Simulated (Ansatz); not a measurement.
NbAs$_{2}$ (space group C2/m)

```
NbAs2
1.0
    4.66689    -1.68068     0.00000
    4.66689     1.68068     0.00000
   -3.81386     0.00000     6.77288
Nb As
2 4
Direct
  0.15681   0.15681   0.19561
  0.84319   0.84319   0.80439
  0.85882   0.85882   0.47174
  0.14118   0.14118   0.52826
  0.59481   0.59481   0.89178
  0.40519   0.40519   0.10822
```

E(V) scan at fixed shape, V₀ the volume above. The atoms relax within the cell's symmetry.

The numbers are results of PBEsol (plane waves to 420 eV, PAW, scalar-relativistic; Ansatz, a first-principles code), not measurements. k mesh 15×15×7 (Γ-centred), Fermi-Dirac smearing 0.05 eV. Energies are smeared free energies. With the shape held, the modulus is that of even scaling; a crystal free to change shape is softer. At this level the bands of NbAs2 touch or barely overlap. NbAs2 is run without spin polarisation. NbAs2 was relaxed with its symmetry unable to fall. The zero of ΔE is the relaxed starting cell.

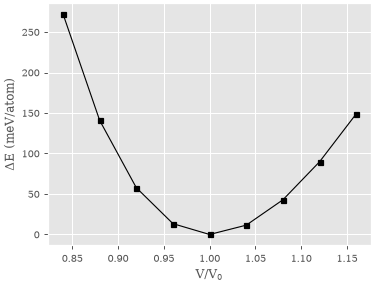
ΔE (meV/atom) against V/V₀; computed points joined by lines.

### Question
What is ΔE at V/V₀ = 1.160?

### Answer
About 150 meV/atom.

### Question
What is ΔE at V/V₀ = 0.840?

### Answer
About 270 meV/atom.

### Question
What bulk modulus at fixed cell shape B₀ follows from a third-order Birch-Murnaghan fit?

### Answer
About 140 GPa.

(A scan under strain: stresses follow from slopes of the energy per volume, elastic moduli from its curvatures.)
